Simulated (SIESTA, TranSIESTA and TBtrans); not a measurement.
Junction: Pd chain with one Ge atom in place of Pd. Leads: straight Pd chain, spacing 2.5 Å. Geometry: 3 atoms about the centre moved by SIESTA (PBE, DZP) to a largest force of 0.02 eV/Å, all others as built, motion along the axis alone.

Method: TranSIESTA and TBtrans, PBE, DZP numerical orbitals (energy shift 0.15 eV), PseudoDojo norm-conserving scalar-relativistic potentials, mesh cutoff 200 Ry, 300 K, spin-polarised (collinear), no spin-orbit coupling; self-consistent non-equilibrium Green functions.

Energies count from the leads' Fermi level. Transmissions are for each spin. The energy step is 0.01 eV; narrower resonances are cut or missed.

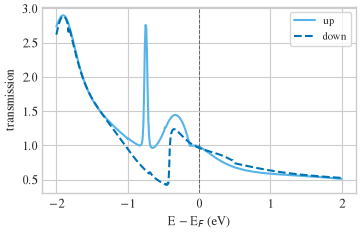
Transmission against energy

```tsv
E (eV)	T up	T down	lead channels up	down
-2.00	2.74	2.62	3	3
-1.80	2.67	2.64	3	3
-1.60	1.91	1.91	3	3
-1.40	1.52	1.52	3	3
-1.20	1.29	1.23	3	3
-1.00	1.09	0.94	band edge	3
-0.80	1.04	0.69	band edge	3
-0.60	1.00	0.51	band edge	band edge
-0.40	1.39	1.11	4	band edge
-0.20	1.25	1.10	4	band edge
0.00	0.98	0.96	1	4
0.20	0.84	0.89	1	4
0.40	0.72	0.82	1	4
0.60	0.65	0.72	1	1
0.80	0.61	0.67	1	1
1.00	0.59	0.63	1	1
1.20	0.57	0.60	1	1
1.40	0.56	0.58	1	1
1.60	0.54	0.56	1	1
1.80	0.53	0.54	1	1
2.00	0.51	0.52	1	1
```

The magnetic order of the leads was set by the start, and no other order was tried; the separate lead runs end at 0.76 (left) and 0.76 (right) μB an atom. The straight chain is held at its spacing; free chains may zigzag or dimerise.
